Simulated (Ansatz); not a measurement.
## Ba2BeWO6: complex band structure

A new crystal, Ba2BeWO6: structure, gap and complex bands. It is built by putting Be for Sr in the Ba2SrWO6 structure of space group R-3, with the volume rescaled by atomic radii. The parent structure comes from the Materials Project.

Calculated with Ansatz 0.2.0; r2SCAN DFT, plane waves, PAW files, in the first sound run; inputs show where later runs differ.

The structure was built from a prototype and need not be the compound's stable phase.

### Step 1. Starting point

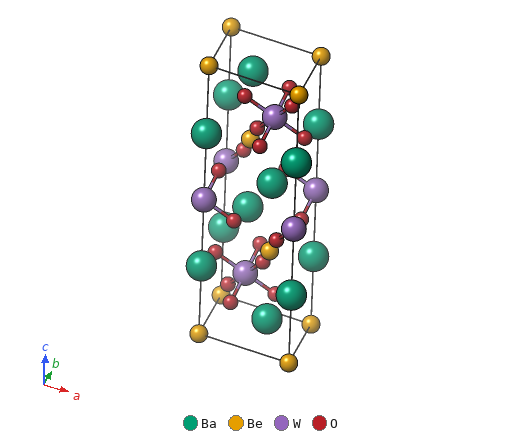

The starting structure, seen slightly off an axis (barium teal, beryllium orange, tungsten purple, oxygen red). This picture shows the conventional cell, with its axes. Some periodic images of atoms are drawn too.

### Step 2. Cell and atoms at rest

The substituted atoms don't fit the parent's cell, so cell and atoms relax together. A small smearing keeps the run stable in case the gap closes on the way.

input.yaml

```yaml
crystal:
  lattice:
    - [2.9477320974, 1.7018739199, 4.7107466127]
    - [-2.9477320974, 1.7018739199, 4.7107466127]
    - [0.0, -3.4037478398, 4.7107466127]
  atoms:
    - { symbol: Ba, position: [0.746828, 0.746828, 0.746828] }
    - { symbol: Ba, position: [0.253172, 0.253172, 0.253172] }
    - { symbol: Be, position: [0.0, 0.0, 0.0] }
    - { symbol: W, position: [0.5, 0.5, 0.5] }
    - { symbol: O, position: [0.782256, 0.285898, 0.660721] }
    - { symbol: O, position: [0.714102, 0.339279, 0.217744] }
    - { symbol: O, position: [0.285898, 0.660721, 0.782256] }
    - { symbol: O, position: [0.660721, 0.782256, 0.285898] }
    - { symbol: O, position: [0.339279, 0.217744, 0.714102] }
    - { symbol: O, position: [0.217744, 0.714102, 0.339279] }
kpoints:
  mp_grid: { grid: [4, 4, 4] }
scf:
  occupations: { method: gaussian, width: 0.03 }
hamiltonian:
  xc: r2scan
output:
  forces: true
  stress: true
relax:
  f_tol: 0.02
  max_steps: 60
  cell: {}
```

Run with:

```sh
> ansatz run input.yaml --threads 2 --pin off --max-ram 4096MiB --backend cpu --events-out ev --progress --plain --runs-dir out
```

Numbers of over 12 decimals in the logs are rounded to 6 here.

What it wrote:

```text
Engine: ansatz 0.2.0, aarch64-unknown-linux-gnu
Pseudopotentials: kind: paw
Pseudopotential: Ba, paw, valence charge 10, recommended cutoff 500 eV (meta_gga), Ba.paw.azcp
Pseudopotential: Be, paw, valence charge 2, recommended cutoff 500 eV (meta_gga), Be.paw.azcp
Pseudopotential: W, paw, valence charge 14, recommended cutoff 500 eV (meta_gga), W.paw.azcp
Pseudopotential: O, paw, valence charge 6, recommended cutoff 500 eV (meta_gga), O.paw.azcp
Functional definition: r2SCAN
  parameter k0 = 0.174
  parameter k1 = 0.065
  parameter a1 = 4.9479
  exchange = r2scan_x(k0 = k0, k1 = k1, a1 = a1)
  correlation = r2scan_c
Crystal: 10 atoms, lattice volume = 141.794 Å³
Basis set: ecut = 500 eV, 3629 PW (Γ), exchange–correlation on 180×180×180 points (64 copies of the dense FFT grid, shifted against one another)
Bands: 46, of which v1, the nominal top of the filled ones, is band 36 counted from 1 (35 counted from 0)
Symmetry: 6 space group operations
Space group: R-3 (ITA 148), of the structure as read, at distance tolerance 5.2e-5 Å
k-points: 14 of 64
Non-local potential: Ba, projectors of the file, l = 0: 3, l = 1: 2, l = 2: 2, l = 3: 2
Non-local potential: Be, projectors of the file, l = 0: 2, l = 1: 2, l = 2: 1
Non-local potential: W, projectors of the file, l = 0: 3, l = 1: 2, l = 2: 2, l = 3: 1
Non-local potential: O, projectors of the file, l = 0: 2, l = 1: 2, l = 2: 1
PAW form: soft (Blöchl's): semilocal exchange-correlation on the pseudo side does not see the compensation charge
PAW frozen core: Ba, regenerated for the run's functional (the file was generated under x = pbe(κ = 0.804, μ = 0.219515), c = pbe(β = 0.066725))
PAW frozen core: Be, regenerated for the run's functional (the file was generated under x = pbe(κ = 0.804, μ = 0.219515), c = pbe(β = 0.066725))
PAW frozen core: W, regenerated for the run's functional (the file was generated under x = pbe(κ = 0.804, μ = 0.219515), c = pbe(β = 0.066725))
PAW frozen core: O, regenerated for the run's functional (the file was generated under x = pbe(κ = 0.804, μ = 0.219515), c = pbe(β = 0.066725))
PAW one-centre angular grid: Ba, 302 points (default); XC on 160 Gauss nodes
PAW one-centre angular grid: Be, 302 points (default); XC on 255 of its mesh's 2635 points in the sphere
PAW one-centre angular grid: W, 590 points (default); XC on 160 Gauss nodes
PAW one-centre angular grid: O, 302 points (default); XC on 160 Gauss nodes
Initial density: superposition of atomic densities (neutral atoms: chi_scale 0, normalization atom), corrected by the library's trained network
Initial wavefunctions: pseudopotential atomic-orbital guess
Functional: x = r2scan, c = r2scan; τ floored in thin density (d = 2e-4 eV/Å³)
SCF iter   1: F=—  HF=-25839.675984 eV  |F-HF|=—  |Δ(HF+E_count)|=         —  Δρ=9.86e-3  dr2=1.75e-1  dr2_τ=5.23e-1  ethr=1.77e-3  ⟨swp⟩=8.2  Hψ=2985  notcnv=0  defer=4
preconditioner: auto → Resta (q_TF=auto, 2.437 Å⁻¹)  ε∞=4.3  [insulator: Δε(μ)=3.737 eV  Ē_g=13.329 eV  σ=0.030 eV  W_gap=1.00  n_scr=26 (ndim 8)  ℏωp=24.2 eV  f_vac=0.000  D(μ)=0.00/eV (n_scr^D=0)  ε∞_Penn≈4.3]
SCF iter   2: F=—  HF=-25839.954745 eV  |F-HF|=—  |Δ(HF+E_count)|=   2.79e-1  Δρ=5.09e-3  dr2=2.16e-2  dr2_τ=8.18e-3  ethr=2.43e-4  ⟨swp⟩=3.0  Hψ=1309  notcnv=0  defer=64
SCF iter   3: F=—  HF=-25839.953926 eV  |F-HF|=—  |Δ(HF+E_count)|=   8.19e-4  Δρ=2.31e-3  dr2=6.52e-3  dr2_τ=4.38e-4  ethr=3.01e-5  ⟨swp⟩=3.0  Hψ=973  notcnv=0  defer=50
automatic band count: iteration 3 solves 45 bands in place of 46: the levels show a gap, and the empty bands left out lie too high to hold charge; the band table lists the bands solved (type scf.n_extra_bands for more)
SCF iter   4: F=—  HF=-25839.953415 eV  |F-HF|=—  |Δ(HF+E_count)|=   5.11e-4  Δρ=4.54e-4  dr2=2.19e-4  dr2_τ=2.49e-5  ethr=9.06e-6  ⟨swp⟩=2.0  Hψ=992  notcnv=0  defer=50
SCF iter   5: F=—  HF=-25839.953451 eV  |F-HF|=—  |Δ(HF+E_count)|=   3.54e-5  Δρ=1.47e-4  dr2=3.58e-5  dr2_τ=2.64e-6  ethr=3.04e-7  ⟨swp⟩=2.1  Hψ=974  notcnv=0  defer=50
SCF iter   6: F=—  HF=-25839.953561 eV  |F-HF|=—  |Δ(HF+E_count)|=   1.11e-4  Δρ=3.00e-5  dr2=2.11e-6  dr2_τ=2.16e-7  ethr=4.98e-8  ⟨swp⟩=2.0  Hψ=826  notcnv=0  defer=50
SCF iter   7: F=-25839.953561 eV  HF=-25839.953561 eV  |F-HF|=1.88e-8  |Δ(HF+E_count)|=   3.96e-8  Δρ=6.76e-6  dr2=7.64e-8  dr2_τ=1.50e-8  ethr=1.39e-10  ⟨swp⟩=3.5  Hψ=2849  notcnv=0
SCF 1 converged in 7 iterations: F = -25839.953561 eV  dr2 = 7.64e-8
  greatest PAW one-centre occupation: 0.999 electrons in one spin orbital (limit 2), on the W atom at site 3 (counted from 0), in its partial waves of l = 0
relax step   1: F+E_penalty+E_count = -25839.95356104 eV  Δ(F+E_penalty+E_count) = +0.000e0 eV  max|allowed force component| = 2.973e0 eV/Å  Δτ_max = 0.0000 Å  P = +1.828 GPa  Ω = 141.794 Å³  (7 SCF iters, dr2 threshold 1.00e-7 eV, accepted)
Crystal: 10 atoms, lattice volume = 127.542 Å³
Basis set: ecut = 500 eV, 3233 PW (Γ), exchange–correlation on 180×180×180 points (64 copies of the dense FFT grid, shifted against one another)
Initial density: handed on by an earlier stage of this run
Initial wavefunctions: those handed on with the density
iter 1 solved again at ethr=1.03e-3 eV; its pass at ethr=3.10e-3 eV (dr2=7.43e-1 eV) is discarded
SCF iter   1: F=—  HF=-25843.357440 eV  |F-HF|=—  |Δ(HF+E_count)|=         —  Δρ=1.93e-2  dr2=7.52e-1  dr2_τ=8.52e0  ethr=1.03e-3  ⟨swp⟩=1.0  Hψ=3208  notcnv=0
automatic band count: iteration 1 solves 41 bands in place of 46: the levels show a gap, and the empty bands left out lie too high to hold charge; the band table lists the bands solved (type scf.n_extra_bands for more)
preconditioner: auto → Resta (q_TF=auto, 2.480 Å⁻¹)  ε∞=5.0  [insulator: Δε(μ)=3.641 eV  Ē_g=13.222 eV  σ=0.030 eV  W_gap=1.00  n_scr=26 (ndim 8)  ℏωp=26.3 eV  f_vac=0.000  D(μ)=0.00/eV (n_scr^D=0)  ε∞_Penn≈5.0]
SCF iter   2: F=—  HF=-25842.265738 eV  |F-HF|=—  |Δ(HF+E_count)|=    1.09e0  Δρ=8.56e-3  dr2=6.11e-2  dr2_τ=2.34e-2  ethr=1.03e-3  ⟨swp⟩=4.1  Hψ=1155  notcnv=0
SCF iter   3: F=—  HF=-25842.282119 eV  |F-HF|=—  |Δ(HF+E_count)|=   1.64e-2  Δρ=3.87e-3  dr2=1.62e-2  dr2_τ=2.20e-3  ethr=8.48e-5  ⟨swp⟩=3.4  Hψ=962  notcnv=0  defer=5
SCF iter   4: F=—  HF=-25842.284156 eV  |F-HF|=—  |Δ(HF+E_count)|=   2.04e-3  Δρ=1.22e-3  dr2=1.53e-3  dr2_τ=2.39e-4  ethr=2.25e-5  ⟨swp⟩=3.0  Hψ=930  notcnv=0  defer=5
SCF iter   5: F=—  HF=-25842.284517 eV  |F-HF|=—  |Δ(HF+E_count)|=   3.61e-4  Δρ=3.74e-4  dr2=8.50e-5  dr2_τ=1.23e-5  ethr=2.13e-6  ⟨swp⟩=2.0  Hψ=1004  notcnv=0  defer=5
[...]
SCF iter   4: F=—  HF=-25842.805254 eV  |F-HF|=—  |Δ(HF+E_count)|=   7.15e-4  Δρ=1.22e-3  dr2=1.62e-3  dr2_τ=9.11e-5  ethr=2.17e-5  ⟨swp⟩=2.4  Hψ=907  notcnv=0
SCF iter   5: F=—  HF=-25842.805844 eV  |F-HF|=—  |Δ(HF+E_count)|=   5.91e-4  Δρ=5.75e-4  dr2=2.81e-4  dr2_τ=2.78e-5  ethr=2.26e-6  ⟨swp⟩=2.6  Hψ=967  notcnv=0
SCF iter   6: F=—  HF=-25842.806106 eV  |F-HF|=—  |Δ(HF+E_count)|=   2.62e-4  Δρ=1.86e-4  dr2=3.29e-5  dr2_τ=2.60e-6  ethr=3.90e-7  ⟨swp⟩=2.5  Hψ=918  notcnv=0
SCF iter   7: F=—  HF=-25842.806120 eV  |F-HF|=—  |Δ(HF+E_count)|=   1.35e-5  Δρ=3.82e-5  dr2=1.64e-6  dr2_τ=7.46e-8  ethr=4.56e-8  ⟨swp⟩=2.5  Hψ=952  notcnv=0
SCF iter   8: F=-25842.806120 eV  HF=-25842.806120 eV  |F-HF|=2.45e-9  |Δ(HF+E_count)|=   2.61e-7  Δρ=1.51e-5  dr2=2.02e-7  dr2_τ=1.09e-8  ethr=1.39e-9  ⟨swp⟩=4.9  Hψ=2174  notcnv=0
SCF 3 converged in 8 iterations: F = -25842.806120 eV  dr2 = 2.02e-7
relax step   3: F+E_penalty+E_count = -25842.80612028 eV  Δ(F+E_penalty+E_count) = -5.215e-1 eV  max|allowed force component| = 5.219e-1 eV/Å  Δτ_max = 0.1937 Å  P = -1.091 GPa  Ω = 122.681 Å³  energy of the carried Pulay correction = +7.691e-3 eV  (8 SCF iters, dr2 threshold 1.00e-6 eV, accepted)
[...]
relax step   4: F+E_penalty+E_count = -25842.83278721 eV  Δ(F+E_penalty+E_count) = -2.667e-2 eV  max|allowed force component| = 4.587e-1 eV/Å  Δτ_max = 0.0502 Å  P = -0.611 GPa  Ω = 122.873 Å³  energy of the carried Pulay correction = +7.609e-3 eV  (7 SCF iters, dr2 threshold 1.00e-6 eV, accepted)
[...]
relax step   5: F+E_penalty+E_count = -25842.87034455 eV  Δ(F+E_penalty+E_count) = -3.756e-2 eV  max|allowed force component| = 4.190e-3 eV/Å  Δτ_max = 0.0344 Å  P = -0.141 GPa  Ω = 123.122 Å³  energy of the carried Pulay correction = +7.501e-3 eV  (6 SCF iters, dr2 threshold 1.00e-6 eV, accepted)
[...]
relax step   6: F+E_penalty+E_count = -25842.87046842 eV  Δ(F+E_penalty+E_count) = -1.239e-4 eV  max|allowed force component| = 4.341e-3 eV/Å  Δτ_max = 0.0010 Å  P = +0.022 GPa  Ω = 122.978 Å³  energy of the carried Pulay correction = +7.563e-3 eV  (5 SCF iters, dr2 threshold 1.07e-7 eV, accepted)
[...]
relax step   7: F+E_penalty+E_count = -25842.86206256 eV  Δ(F+E_penalty+E_count) = +8.406e-3 eV  max|allowed force component| = 4.349e-3 eV/Å  Δτ_max = 0.0000 Å  P = +0.051 GPa  Ω = 122.978 Å³  stress off target by 5.95e-2 GPa  SCF on the basis re-selected at this cell (its energy is not comparable with the rows above)  (6 SCF iters)
[...]
relax step   8: F+E_penalty+E_count = -25842.86205555 eV  Δ(F+E_penalty+E_count) = +7.013e-6 eV  max|allowed force component| = 3.511e-4 eV/Å  Δτ_max = 0.0005 Å  P = -0.000 GPa  Ω = 123.025 Å³  energy of the carried Pulay correction = -1.765e-5 eV  (4 SCF iters, dr2 threshold 8.86e-9 eV, accepted)
iter 1 solved again at ethr=7.39e-8 eV; its pass at ethr=3.10e-3 eV (dr2=5.32e-5 eV) is discarded
SCF iter   1: F=—  HF=-25842.861995 eV  |F-HF|=—  |Δ(HF+E_count)|=         —  Δρ=3.38e-6  dr2=4.99e-9  dr2_τ=4.16e-9  ethr=7.39e-8  ⟨swp⟩=3.4  Hψ=4959  notcnv=0
eigensolver tolerance schedule: the retry pair's looser diagonalisation over-reported the residual by 10664.59 of it (diagonalisation noise at 0.34 of the residual, at the tolerance the schedule requests for it); recorded, not acted on — ethr = c·dr2/N_el stays at c = 1.0e-1
preconditioner: auto → Resta (q_TF=auto, 2.495 Å⁻¹)  ε∞=4.2  [insulator: Δε(μ)=3.160 eV  Ē_g=15.036 eV  σ=0.030 eV  W_gap=1.00  n_scr=26 (ndim 8)  ℏωp=26.8 eV  f_vac=0.000  D(μ)=0.00/eV (n_scr^D=0)  ε∞_Penn≈4.2]
SCF iter   2: F=—  HF=-25842.862100 eV  |F-HF|=—  |Δ(HF+E_count)|=   1.05e-4  Δρ=1.86e-6  dr2=2.01e-9  dr2_τ=4.66e-10  ethr=6.93e-12  ⟨swp⟩=3.9  Hψ=1634  notcnv=0
SCF iter   3: F=—  HF=-25842.862100 eV  |F-HF|=—  |Δ(HF+E_count)|=   1.13e-9  Δρ=1.01e-6  dr2=1.09e-9  dr2_τ=2.18e-10  ethr=2.80e-12  ⟨swp⟩=2.0  Hψ=1057  notcnv=0
SCF iter   4: F=-25842.862100 eV  HF=-25842.862100 eV  |F-HF|=3.64e-12  |Δ(HF+E_count)|=  1.60e-10  Δρ=2.34e-7  dr2=4.40e-11  dr2_τ=2.26e-11  ethr=1.00e-12  ⟨swp⟩=3.4  Hψ=2538  notcnv=0
SCF 9 converged in 4 iterations: F = -25842.862100 eV  dr2 = 4.40e-11
relax step   9: F+E_penalty+E_count = -25842.86210031 eV  Δ(F+E_penalty+E_count) = -4.476e-5 eV  max|allowed force component| = 3.355e-4 eV/Å  Δτ_max = 0.0000 Å  P = -0.001 GPa  Ω = 123.025 Å³  stress off target by 7.99e-4 GPa  SCF on the basis re-selected at this cell (its energy is not comparable with the rows above)  (4 SCF iters)
basis re-selected at this cell: Δ(F+E_penalty+E_count) = -4.476e-5 eV, ΔP = -0.000 GPa vs the last step (what re-selecting the basis moved, of the pressure what is left beyond the Pulay correction that the steps carried, after the strain that the cell walked since its last selection, with what the two solves' SCF thresholds leave and, on support functions, any second-order correction that the steps lacked; it is no m [...]
SCF converged after 4 iterations
Free energy (F): -25842.862100 eV
Harris-Foulkes:  -25842.862100 eV  (|F-HF|=3.64e-12)
Internal energy: -25842.862100 eV  (E = F + TS)
E sigma→0 (E₀):  -25842.862100 eV
Fermi energy:    11.588651 eV
--- Per-component energies (eV) ---
  E_band       = -184.029358
  E_kinetic    = 1870.732993
  E_local      = -3463.639671  (includes V_loc(G=0)·N_el)
  E_nonlocal   = 396.311557
  E_hartree    = 1292.631793
  E_xc         = -1028.239789
  E_vxc        = -1218.519433  (∫ρ·V_xc dr)
  E_paw        = -20114.748777  (= ΣΔE_a)
  E_vpaw       = -423.440374  (= ΣTr[D̂ρ^β])
  E_aug_tail   = 0.005959  (compensation charges beyond the density's cutoff)
  E_vtau       = 69.255697  (kinetic-family band-sum trace: ∫τ·v_τ [+ j·A + Jᵃ·Aᵃ] dr)
  E_ewald      = -4795.265375
  E_core_change = -0.650790  (= ΣΔE_core)
  E_smearing   = -0.000000  (= −TS)
  E_closure    = 0.000000  (closes the sum)
  Σ components = -25842.862100   (vs F -25842.862100, Δ=0.00e0)
--- Forces (eV/Å), atoms counted from 1 ---
  atom   1  Ba    -0.00000000     0.00000000    -0.00013713
  atom   2  Ba     0.00000000    -0.00000000     0.00013713
  atom   3  Be     0.00000000     0.00000000     0.00000000
  atom   4  W      0.00000000     0.00000000     0.00000000
  atom   5  O     -0.00031279     0.00008638     0.00033555
  atom   6  O     -0.00023120    -0.00022769    -0.00033555
  atom   7  O      0.00023120     0.00022769     0.00033555
  atom   8  O      0.00008159    -0.00031407     0.00033555
  atom   9  O     -0.00008159     0.00031407    -0.00033555
  atom  10  O      0.00031279    -0.00008638    -0.00033555
  max |Σ_I F_I| component: 2.30e-18 eV/Å
--- Stress (GPa, compression-positive) ---
       -0.000518      -0.000000      -0.000000
        0.000000      -0.000518       0.000000
       -0.000000       0.000000      -0.000799
  P = ⅓ Tr σ = -0.0006 GPa (-0.006 kbar)
--- Relaxed structure (7 steps of the walk, 7 accepted, 2 SCFs on fresh bases) ---
  F+E_penalty+E_count = -25842.86210031 eV   max|allowed force component| = 3.355e-4 eV/Å   (the final SCF, on the basis selected at the relaxed cell)
  cell:  # Å, volume = 123.0245 Å³
    - [2.791287, 1.611550, 4.558187]
    - [-2.791287, 1.611550, 4.558187]
    - [-5.501530582717189e-17, -3.223101, 4.558187]
  atoms:
    - { symbol: Ba, position: [0.750000, 0.750000, 0.750000] }
    - { symbol: Ba, position: [0.250000, 0.250000, 0.250000] }
    - { symbol: Be, position: [5.696716350355279e-19, 5.636947400121983e-19, -5.067692223513765e-19] }
    - { symbol: W, position: [0.500000, 0.500000, 0.500000] }
    - { symbol: O, position: [0.745926, 0.254073, 0.745915] }
    - { symbol: O, position: [0.745927, 0.254085, 0.254074] }
    - { symbol: O, position: [0.254073, 0.745915, 0.745926] }
    - { symbol: O, position: [0.745915, 0.745926, 0.254073] }
    - { symbol: O, position: [0.254085, 0.254074, 0.745927] }
    - { symbol: O, position: [0.254074, 0.745927, 0.254085] }
```

Wall time 59 s (2 threads of Arm Neoverse V1, shared host); peak memory 0.89 GiB; 1.9 min of CPU time.

Step by step:

```
step  energy less that of the first step (eV)  largest force component (eV/Å)  pressure (GPa)  volume (Å³)
   1                                   0.0000                          2.9735            1.83       141.79
   2                                  -2.3311                          0.8450           -1.23       127.54
   3                                  -2.8526                          0.5219           -1.09       122.68
   4                                  -2.8792                          0.4587           -0.61       122.87
   5                                  -2.9168                          0.0042           -0.14       123.12
   6                                  -2.9169                          0.0043            0.02       122.98
  7*                                  -2.9085                          0.0043            0.05       122.98
   8                                  -2.9085                          0.0004            0.00       123.02
  9*                                  -2.9085                          0.0003            0.00       123.02
```

Relaxation steps marked * repeat the geometry before them on a plane-wave basis chosen anew for their cell, so energy and pressure can jump there.

Forces are held to the 6 operations that the run works with; a distortion that breaks them can't arise in this run.

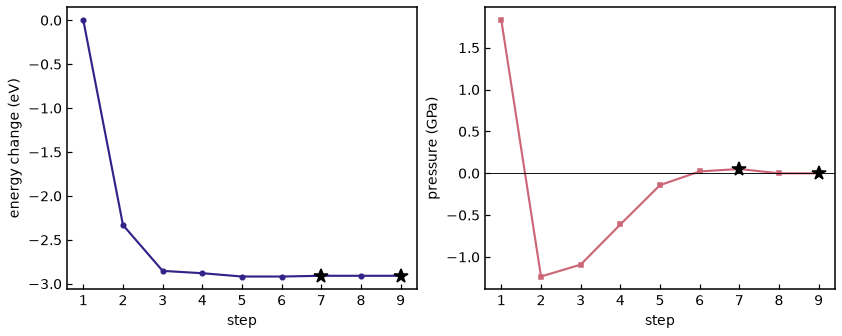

Energy and pressure along the relaxation. Stars mark steps on a basis chosen anew.

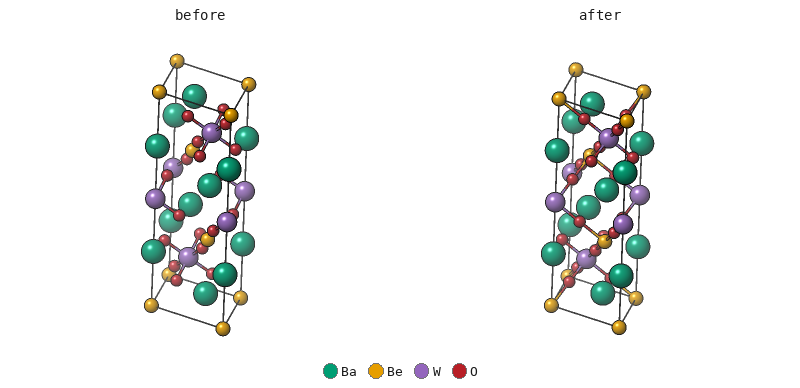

Before and after, at one scale. Bonds to atoms that aren't drawn are left out.

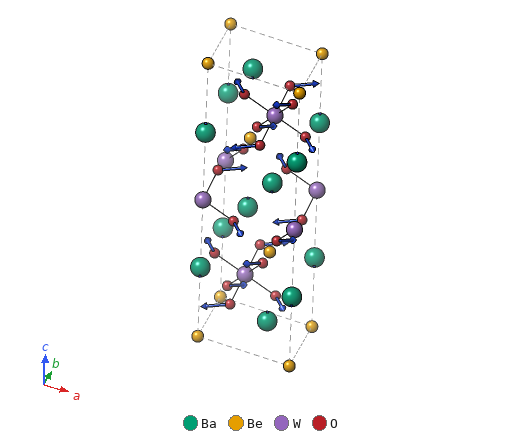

Displacements in the relaxation, exaggerated, measured against the changing cell; the longest in the cell stands for 0.39 Å. Some periodic images of atoms are drawn too.

```
     cell as run  before  after   change
           a (Å)   5.812  5.583   -3.9 %
           b (Å)   5.812  5.583   -3.9 %
           c (Å)   5.812  5.583   -3.9 %
           α (°)   60.96  60.00   -1.6 %
           β (°)   60.96  60.00   -1.6 %
           γ (°)   60.96  60.00   -1.6 %
volume (Å³/atom)   14.18  12.30  -13.2 %
```

The atoms that moved most (Å, as changes of fractional coordinates times the final cell):

```
atom      dx      dy      dz  length
  O5  -0.013  -0.384   0.078   0.392
 O10   0.013   0.384  -0.078   0.392
  O7  -0.327   0.203   0.078   0.392
  O6   0.327  -0.203  -0.078   0.392
  O8   0.339   0.181   0.078   0.392
  O9  -0.339  -0.181  -0.078   0.392
 Ba1   0.000   0.000   0.043   0.043
 Ba2   0.000   0.000  -0.043   0.043
```

This step gave:

| Property | Result |
| --- | --- |
| free energy | -25842.8621 eV |
| Fermi energy | 11.59 eV |
| pressure | -6.12e-4 GPa |

The largest force component on a free atom ends at 3.4e-4 eV/Å.

(Continued in part 2 of 4.)

[Logs are printed without paths, hosts, clocks, repeated set-up lines and the standing remarks that a program may print on its own settings, such as how far it seeks lower states.]

[Hosts, paths, dates, database ids (printed as entryN), source tags and the programs' standing remarks are cut or masked in the printed files.]

[New means built here by substitution; the compound itself may be known and measured.]
